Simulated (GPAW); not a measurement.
## Screening of a field by Y2CO2 MXene monolayer

Aim: the dipole that a field along the normal induces in Y2CO2 MXene monolayer.

Main program and level: GPAW 26.7.0; GPAW, PAW setups; layer in a repeated cell with vacuum, relaxation of atoms and in-plane cell, in the first sound run; inputs show where later runs differ.

## Step 1: Set-up

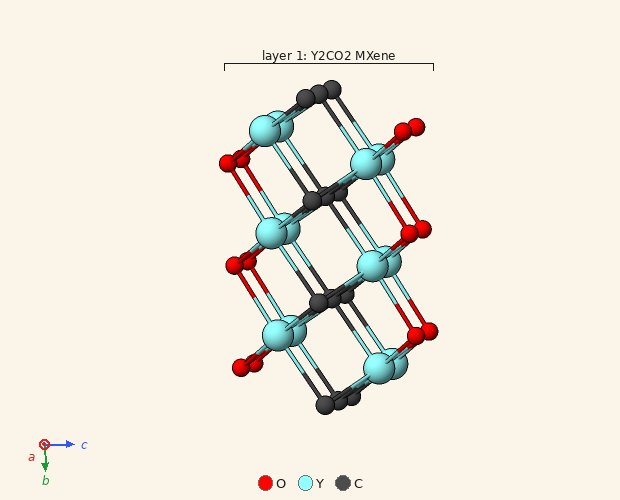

The starting structure, seen from the side, with the c axis across the page (oxygen red, yttrium light teal, carbon dark grey). 2×3×1 cells are drawn. Some periodic images of atoms are drawn too.

The cell holds 5 atoms: 2 O, 2 Y and 1 C. Its edges and angles: a = 3.478 Å, b = 3.478 Å, c = 21.263 Å, α = 90.0°, β = 90.0°, γ = 120.0°. Vacuum lies along c.

Coordinates:

```cif
data_structure
_symmetry_space_group_name_H-M 'P 1'
_symmetry_Int_Tables_number 1
_cell_length_a 3.4778
_cell_length_b 3.4778
_cell_length_c 21.2626
_cell_angle_alpha 90.000
_cell_angle_beta 90.000
_cell_angle_gamma 120.000
_cell_volume 222.71
loop_
_atom_site_label
_atom_site_type_symbol
_atom_site_fract_x
_atom_site_fract_y
_atom_site_fract_z
_atom_site_occupancy
O1 O 0.33333 0.66667 0.37625 1
Y2 Y 0.66667 0.33333 0.43546 1
C3 C 0.00000 0.00000 0.50000 1
Y4 Y 0.33333 0.66667 0.56454 1
O5 O 0.66667 0.33333 0.62375 1
```

## Step 2: Relaxation

The atoms are relaxed first, since the surface dipole, and with it the work function, follows the positions of the outer layers.

The input, run.py:

```python
import json
import numpy as np
from ase import Atoms
from ase.filters import FrechetCellFilter
from ase.optimize import BFGS
from gpaw import GPAW, PW

slab = Atoms(
    ['O', 'Y', 'C', 'Y', 'O'],
    positions=[
        [-0.00000, 2.00789, 8.00000],
        [1.73888, 1.00394, 9.25909],
        [0.00000, 0.00000, 10.63132],
        [-0.00000, 2.00789, 12.00355],
        [1.73888, 1.00394, 13.26263]],
    cell=[[3.47776, 0.0, 0.0], [-1.73888, 3.01183, 0.0], [0.0, 0.0, 21.2626]],
    pbc=[True, True, True])

slab.calc = GPAW(mode=PW(600), xc='PBE', kpts={'size': (9, 9, 1), 'gamma': True},
                 occupations={'name': 'fermi-dirac', 'width': 0.05}, nbands='160%',
                 convergence={'density': 1e-05}, maxiter=200,
                 symmetry={'tolerance': 1e-3}, txt='slab.txt')
result = {}
# The in-plane cell is free; stress needs a cell that repeats along all three vectors
path = []
opt = BFGS(FrechetCellFilter(slab, mask=[1, 1, 0, 0, 0, 1]), maxstep=0.2)
opt.attach(lambda: path.append((slab.get_potential_energy(), slab.positions.tolist(), slab.get_forces().tolist())))
result['relaxed'] = bool(opt.run(fmax=0.02, steps=45))
result['path'] = path
result['cell'] = slab.cell.tolist()
print('in-plane lattice', slab.cell.cellpar().round(4)[[0, 1, 5]])
energy = slab.get_potential_energy()
fermi = slab.calc.get_fermi_level()
v = slab.calc.get_electrostatic_potential().mean((0, 1)) - fermi
n = slab.calc.get_pseudo_density().mean((0, 1))
L = slab.cell[2, 2]
z = np.arange(len(v)) * L / len(v)
low, high = slab.positions[:, 2].min(), slab.positions[:, 2].max()
below, above = np.interp([low - 5.8, high + 5.8], z, v)
slopes = [np.interp(x, z, np.gradient(v, z)) for x in (low - 5.8, high + 5.8)]
eps = np.array([[slab.calc.get_eigenvalues(k, s) for k in range(len(slab.calc.get_ibz_k_points()))]
                for s in range(slab.calc.get_number_of_spins())]) - fermi
top, bottom = eps[eps < 0].max(), eps[eps > 0].min()
dipole = slab.get_dipole_moment()[2]
print(f'energy {energy:.4f} eV, Fermi level {fermi:.4f} eV, dipole {dipole:.5f} e A')
print(f'potential 5.8 A off the faces, from the Fermi level: lower {below:.4f} eV, upper {above:.4f} eV')
print(f'slope of the potential there: lower {slopes[0]:.5f}, upper {slopes[1]:.5f} eV/A')
print(f'nearest levels on the mesh: {top:.4f} and {bottom:.4f} eV')
print('magnetic moment', round(slab.get_magnetic_moment(), 3))
result.update(energy=energy, fermi=fermi, dipole=dipole, below=below, above=above, slopes=slopes, edges=[top, bottom],
              z=z.tolist(), v=v.tolist(), n=n.tolist(), positions=slab.positions.tolist(),
              forces=slab.get_forces(apply_constraint=False).tolist(), moments=slab.get_magnetic_moments().tolist())
json.dump(result, open('result.json', 'w'))
```

The run is started by

```console
$ OMP_NUM_THREADS=1 OPENBLAS_NUM_THREADS=1 python run.py
```

Output:

```text
Step          Energy          fmax
BFGS:    0      -35.123936        5.311798
BFGS:    1      -36.063248        4.052923
BFGS:    2      -37.419331        0.964113
BFGS:    3      -37.481592        0.380018
BFGS:    4      -37.491605        0.317931
BFGS:    5      -37.537683        0.163374
BFGS:    6      -37.543281        0.109170
BFGS:    7      -37.545132        0.120236
BFGS:    8      -37.546526        0.116322
BFGS:    9      -37.546124        0.126579
BFGS:   10      -37.543123        0.107607
BFGS:   11      -37.540197        0.055141
BFGS:   12      -37.537689        0.004882
in-plane lattice [  3.4892   3.4892 120.    ]
energy -37.5197 eV, Fermi level -1.7827 eV, dipole 0.00056 e A
potential 5.8 A off the faces, from the Fermi level: lower 5.8111 eV, upper 5.8091 eV
slope of the potential there: lower 0.00022, upper 0.00066 eV/A
nearest levels on the mesh: -0.0361 and 0.0072 eV
magnetic moment 0.0
```

Elapsed: 5.5 min, on 1 thread of INTEL XEON PLATINUM 8581C at 2.30GHz (Emerald Rapids), shared host; peak memory 0.41 GiB.

This step gave:

```
dipole along the normal                    : 5.61e-4 e·Å
levels nearest the Fermi level on the mesh : -0.03612, 0.007204 eV from the Fermi level
```

Table of electrostatic potential energy of an electron (without an applied field's), less the Fermi level, planar mean by z:

```
z (Å)  electrostatic potential energy of an electron (without an applied field's), less the Fermi level, planar mean (eV)
    0                                                                                                                5.81
    1                                                                                                                5.81
    2                                                                                                                5.81
    3                                                                                                                5.81
    4                                                                                                                5.81
    5                                                                                                                5.81
    6                                                                                                                5.78
    7                                                                                                                5.12
    8                                                                                                               -9.96
    9                                                                                                               -15.8
   10                                                                                                               0.215
   11                                                                                                               -1.46
   12                                                                                                               -9.78
   13                                                                                                               -12.9
   14                                                                                                                4.16
   15                                                                                                                5.74
   16                                                                                                                5.80
   17                                                                                                                5.81
   18                                                                                                                5.81
   19                                                                                                                5.81
   20                                                                                                                5.81
   21                                                                                                                5.81
```

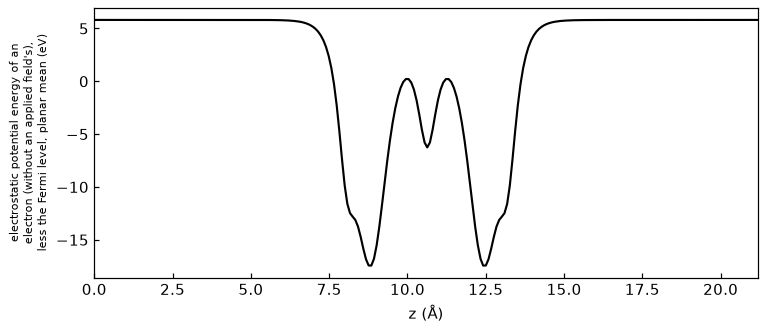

Electrostatic potential energy of an electron (without an applied field's), less the Fermi level, planar mean, plotted against z.

The pseudo valence density, planar mean oscillates, so the rows of the table below give means over windows of 2 Å about each position, cut where the curve ends. Its maxima inside the range that stand out by 2 % of the span (Å: e/Å³): 8.7: 0.958, 10.5: 0.321, 12.6: 0.958. Its minima: 9.9: 0.212, 11.4: 0.212.

Pseudo valence density, planar mean against z; means over each step:

```csv
z (Å),"pseudo valence density, planar mean (e/Å³)"
4,1.3e-5
6,0.00645
8,0.609
10,0.344
12,0.565
14,0.278
16,6.0e-4
18,1.4e-6
```

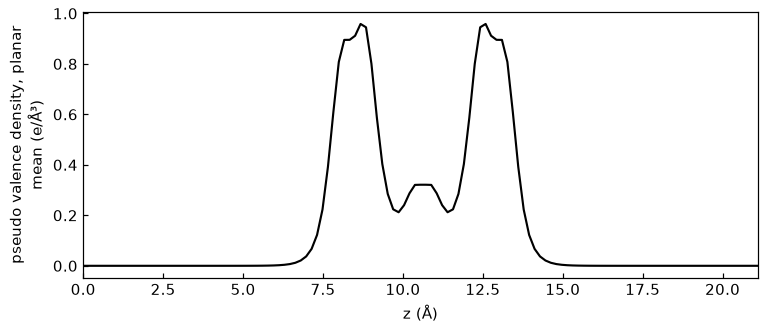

Pseudo valence density, planar mean, plotted against z.

The relaxation lowered the energy of the cell by 2.42 eV (energies extrapolated to zero smearing; the optimiser's log prints free energies). The largest force left on a free atom is 0.0049 eV/Å.

## Step 3: Plane waves, PBE

With the geometry fixed, the planar mean of the potential gives the vacuum level on each side.

This step: GPAW, PAW setups; slab in vacuum (GPAW 26.7.0).

The cell differs from the one that the last finished run ended in (c 21.263 → 21.129 Å).

run.py: that of step 2 with these lines changed.

```diff
@@ -3,4 +3,2 @@
 from ase import Atoms
-from ase.filters import FrechetCellFilter
-from ase.optimize import BFGS
 from gpaw import GPAW, PW
@@ -10,23 +8,16 @@
     positions=[
-        [-0.00000, 2.00789, 8.00000],
-        [1.73888, 1.00394, 9.25909],
-        [0.00000, 0.00000, 10.63132],
-        [-0.00000, 2.00789, 12.00355],
-        [1.73888, 1.00394, 13.26263]],
-    cell=[[3.47776, 0.0, 0.0], [-1.73888, 3.01183, 0.0], [0.0, 0.0, 21.2626]],
-    pbc=[True, True, True])
+        [-0.00000, 2.01450, 8.00000],
+        [1.74460, 1.00724, 8.76036],
+        [-0.00000, 0.00000, 10.56462],
+        [-0.00000, 2.01450, 12.36889],
+        [1.74460, 1.00724, 13.12923]],
+    cell=[[3.4892, -0.0, 0.0], [-1.7446, 3.02174, 0.0], [0.0, 0.0, 21.1292]],
+    pbc=[True, True, False])
 
-slab.calc = GPAW(mode=PW(600), xc='PBE', kpts={'size': (9, 9, 1), 'gamma': True},
+slab.calc = GPAW(mode=PW(500), xc='PBE', kpts={'size': (9, 9, 1), 'gamma': True},
                  occupations={'name': 'fermi-dirac', 'width': 0.05}, nbands='160%',
                  convergence={'density': 1e-05}, maxiter=200,
+                 poissonsolver={'dipolelayer': 'xy'},
                  symmetry={'tolerance': 1e-3}, txt='slab.txt')
 result = {}
-# The in-plane cell is free; stress needs a cell that repeats along all three vectors
-path = []
-opt = BFGS(FrechetCellFilter(slab, mask=[1, 1, 0, 0, 0, 1]), maxstep=0.2)
-opt.attach(lambda: path.append((slab.get_potential_energy(), slab.positions.tolist(), slab.get_forces().tolist())))
-result['relaxed'] = bool(opt.run(fmax=0.02, steps=45))
-result['path'] = path
-result['cell'] = slab.cell.tolist()
-print('in-plane lattice', slab.cell.cellpar().round(4)[[0, 1, 5]])
 energy = slab.get_potential_energy()
```

Output:

```text
energy -36.8184 eV, Fermi level -1.7566 eV, dipole 0.00064 e A
potential 5.8 A off the faces, from the Fermi level: lower 5.8171 eV, upper 5.8064 eV
slope of the potential there: lower -0.00028, upper 0.00028 eV/A
nearest levels on the mesh: -0.0355 and 0.0066 eV
magnetic moment 0.0
```

Elapsed: 22 s, on 1 thread; peak memory 0.24 GiB.

This step gave:

* dipole along the normal: 6.36e-4 e·Å
* levels nearest the Fermi level on the mesh: -0.03550, 0.006557 eV from the Fermi level
* upper work function: 5.806 eV
* lower work function: 5.817 eV

The electrostatic potential energy of an electron (without an applied field's), less the Fermi level, planar mean by z:

```
z (Å)  electrostatic potential energy of an electron (without an applied field's), less the Fermi level, planar mean (eV)
    0                                                                                                                5.81
    2                                                                                                                5.82
    4                                                                                                                5.82
    6                                                                                                                5.78
    8                                                                                                               -11.3
   10                                                                                                               0.128
   12                                                                                                               -11.5
   14                                                                                                                4.48
   16                                                                                                                5.80
   18                                                                                                                5.81
   20                                                                                                                5.81
```

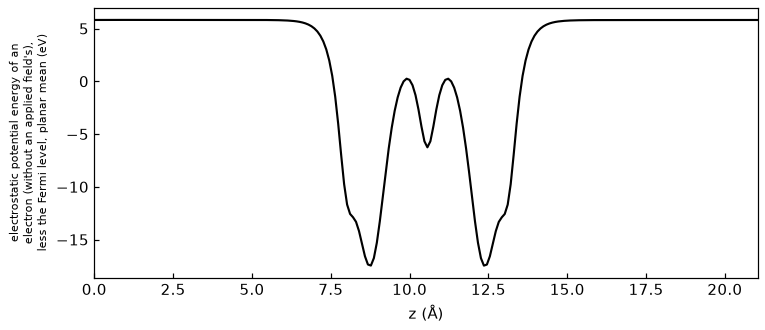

Electrostatic potential energy of an electron (without an applied field's), less the Fermi level, planar mean, plotted against z.

The pseudo valence density, planar mean oscillates, so the rows of the table below give means over windows of 2 Å about each position, cut where the curve ends. Its maxima inside the range that stand out by 2 % of the span (Å: e/Å³): 8.7: 0.966, 10.4: 0.324, 12.5: 0.966. Its minima: 9.8: 0.213, 11.3: 0.213.

Pseudo valence density, planar mean against z; means over each step:

| z (Å) | pseudo valence density, planar mean (e/Å³) |
| --- | --- |
| 4 | 1.6e-5 |
| 6 | 0.00810 |
| 8 | 0.631 |
| 10 | 0.329 |
| 12 | 0.585 |
| 14 | 0.248 |
| 16 | 5.1e-4 |
| 18 | 1.7e-6 |

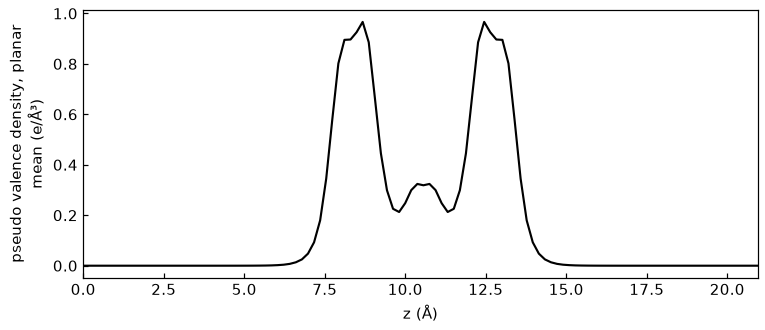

Pseudo valence density, planar mean against z.

The potential is flat to 2.8e-4 eV/Å where it is read, so the vacuum is wide enough.

## Step 4: In a field

A uniform field along the normal polarises the slab; the atoms stay fixed, so this is the electronic response alone.

run.py: that of step 3 with these lines changed.

```diff
@@ -4,2 +4,3 @@
 from gpaw import GPAW, PW
+from gpaw.external import ConstantElectricField
 
@@ -20,2 +21,3 @@
                  poissonsolver={'dipolelayer': 'xy'},
+                 external=ConstantElectricField(-0.2, [0, 0, 1]),
                  symmetry={'tolerance': 1e-3}, txt='slab.txt')
```

Output:

```text
energy -36.8253 eV, Fermi level -1.7576 eV, dipole -0.06999 e A
potential 5.8 A off the faces, from the Fermi level: lower 5.2130 eV, upper 6.4141 eV
slope of the potential there: lower -0.00028, upper 0.00029 eV/A
nearest levels on the mesh: -0.0354 and 0.0066 eV
magnetic moment 0.0
```

It took 61 s on 1 thread; peak memory 0.41 GiB.

Numbers from this step:

```yaml
dipole_along_the_normal: -0.06999 e·Å
levels_nearest_the_fermi_level_on_the_mesh: -0.03545, 0.006580 eV from the Fermi level
potential_below_the_slab_the_applied_field_s_own_ramp_left_out: 5.213 eV from the Fermi level
potential_above_the_slab_the_applied_field_s_own_ramp_left_out: 6.414 eV from the Fermi level
```

Table of electrostatic potential energy of an electron (without an applied field's), less the Fermi level, planar mean by z:

```csv
z (Å),"electrostatic potential energy of an electron (without an applied field's), less the Fermi level, planar mean (eV)"
0,5.81
1,5.21
2,5.21
3,5.21
4,5.21
5,5.21
6,5.18
7,4.38
8,-11.8
9,-14.7
10,0.0244
11,-0.656
12,-11.2
13,-12.2
14,5.04
15,6.35
16,6.41
17,6.41
18,6.41
19,6.41
20,6.41
21,6.04
```

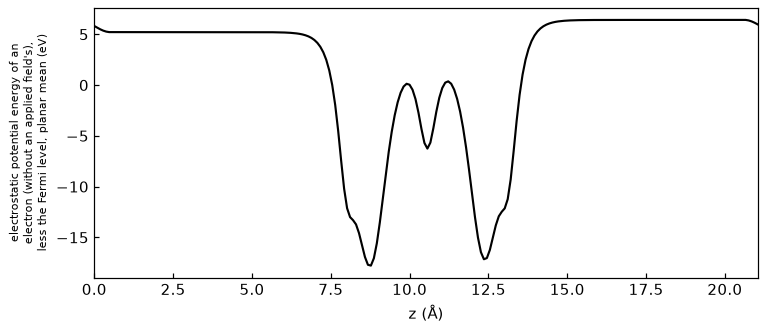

Electrostatic potential energy of an electron (without an applied field's), less the Fermi level, planar mean against z.

Force by atom:

| atom | x (eV/Å) | y (eV/Å) | z (eV/Å) | size |
| --- | --- | --- | --- | --- |
| O1 | -0.001 | 0.000 | 0.065 | 0.065 |
| Y2 | 0.001 | 0.000 | -0.092 | 0.092 |
| C3 | 0.000 | 0.000 | 0.039 | 0.039 |
| Y4 | -0.001 | 0.000 | -0.116 | 0.116 |
| O5 | 0.001 | 0.000 | 0.101 | 0.101 |

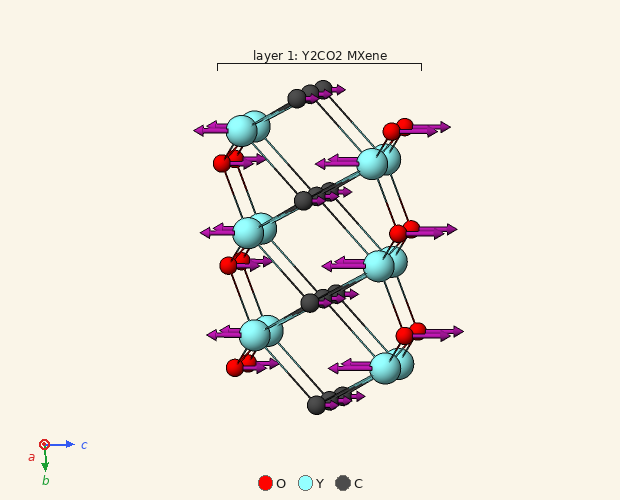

Force as arrows, the longest 0.116 eV/Å. 2×3×1 cells are drawn. Some periodic images of atoms are drawn too.

The dipole is now -0.0700 e Å, against 6.4e-4 in the run without a field.

## Step 5: In a field

run.py: that of step 4 with these lines changed.

```diff
@@ -21,3 +21,3 @@
                  poissonsolver={'dipolelayer': 'xy'},
-                 external=ConstantElectricField(-0.2, [0, 0, 1]),
+                 external=ConstantElectricField(-0.1, [0, 0, 1]),
                  symmetry={'tolerance': 1e-3}, txt='slab.txt')
```

Output:

```text
energy -36.8200 eV, Fermi level -1.7569 eV, dipole -0.03499 e A
potential 5.8 A off the faces, from the Fermi level: lower 5.5120 eV, upper 6.1125 eV
slope of the potential there: lower -0.00028, upper 0.00028 eV/A
nearest levels on the mesh: -0.0355 and 0.0066 eV
magnetic moment 0.0
```

It took 63 s on 1 thread; peak memory 0.41 GiB.

This step gave:

```yaml
dipole_along_the_normal: -0.03499 e·Å
levels_nearest_the_fermi_level_on_the_mesh: -0.03546, 0.006569 eV from the Fermi level
potential_below_the_slab_the_applied_field_s_own_ramp_left_out: 5.512 eV from the Fermi level
potential_above_the_slab_the_applied_field_s_own_ramp_left_out: 6.112 eV from the Fermi level
```

Electrostatic potential energy of an electron (without an applied field's), less the Fermi level, planar mean against z:

```csv
z (Å),"electrostatic potential energy of an electron (without an applied field's), less the Fermi level, planar mean (eV)"
0,5.81
2,5.51
4,5.51
6,5.47
8,-11.5
10,0.0758
12,-11.3
14,4.76
16,6.11
18,6.11
20,6.11
```

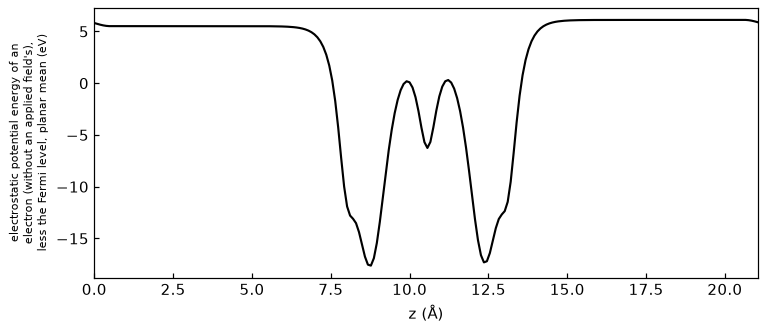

Electrostatic potential energy of an electron (without an applied field's), less the Fermi level, planar mean, plotted against z.

Force by atom:

| atom | x (eV/Å) | y (eV/Å) | z (eV/Å) | size |
| --- | --- | --- | --- | --- |
| O1 | -0.0009 | 0.0005 | 0.0237 | 0.0237 |
| Y2 | 0.0007 | -0.0004 | -0.0404 | 0.0404 |
| C3 | 0.0000 | 0.0000 | 0.0197 | 0.0197 |
| Y4 | -0.0007 | 0.0004 | -0.0637 | 0.0638 |
| O5 | 0.0009 | -0.0005 | 0.0594 | 0.0594 |

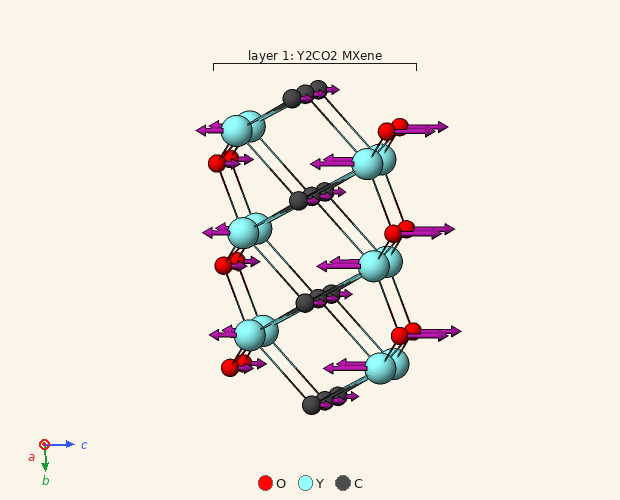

Force as arrows, the longest 0.0638 eV/Å. 2×3×1 cells are drawn. Some periodic images of atoms are drawn too.

The dipole is now -0.0350 e Å, against 6.4e-4 in the run without a field.

## Step 6: In a field

run.py: that of step 5 with these lines changed.

```diff
@@ -21,3 +21,3 @@
                  poissonsolver={'dipolelayer': 'xy'},
-                 external=ConstantElectricField(-0.1, [0, 0, 1]),
+                 external=ConstantElectricField(-0.05, [0, 0, 1]),
                  symmetry={'tolerance': 1e-3}, txt='slab.txt')
```

Output:

```text
energy -36.8187 eV, Fermi level -1.7567 eV, dipole -0.01750 e A
potential 5.8 A off the faces, from the Fermi level: lower 5.6618 eV, upper 5.9621 eV
slope of the potential there: lower -0.00028, upper 0.00028 eV/A
nearest levels on the mesh: -0.0355 and 0.0066 eV
magnetic moment 0.0
```

Elapsed: 60 s, on 1 thread; peak memory 0.41 GiB.

(Part 1 of 2 ends here.)

[Logs are printed without paths, hosts, clocks, repeated set-up lines and the standing remarks that a program may print on its own settings, such as how far it seeks lower states.]

[Hosts, paths, dates, database ids (printed as entryN), source tags and the programs' standing remarks are cut or masked in the printed files.]
